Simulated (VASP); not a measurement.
Band structure of Al₂ZnSe₄ (space group I-4). Computed with LDA (Ceperley-Alder, Perdew-Zunger), VASP's LDA PAW potentials (set 64) (plane waves; VASP).

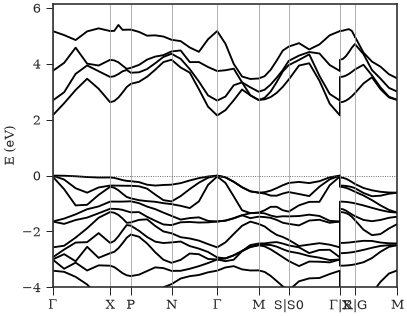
Bands along high-symmetry lines, zero at the valence-band maximum or, without a gap, the Fermi level

Task: Read the plot: is there a gap, and where are the band edges?

Result: The gap is direct, 2.15 eV, from the valence maximum at Γ to the conduction minimum at Γ.

The structure comes from a computed database's Al2ZnSe4 entry (I-4); how it stands against other phases isn't given here. The cell was not relaxed at this level.
